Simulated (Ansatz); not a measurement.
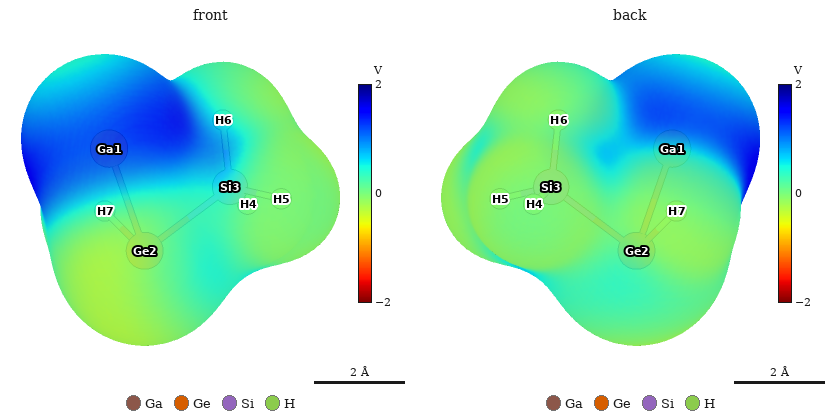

*GaGeH$_{4}$Si (doublet). The electrostatic potential painted on the density surface at 0.002 e/bohr³, seen from the front and from behind; red is negative and blue positive.*

Geometry: PBE0-D3(BJ)/def2-SVP.

Level of theory: isolated molecule in a Gaussian basis; Kohn-Sham density functional theory, functional PBE0 in Ansatz.

```xyz
7

Ga    2.1692    1.5765    0.4790
Ge   -0.0397    0.5154    0.8371
Si    1.5196   -1.4238    0.7714
H     0.9862   -2.4221   -0.2089
H     1.5527   -2.0487    2.1305
H     2.9633   -1.2085    0.3878
H     0.5487    0.8738   -0.6834
```

**Where is the surface potential most negative and most positive?**

The most negative region (about −0.3 V) lies over H7, the most positive (about +1.5 V) over Ga1.

**How polar is the molecule by this calculation?**

Its dipole moment is 1.64 D.
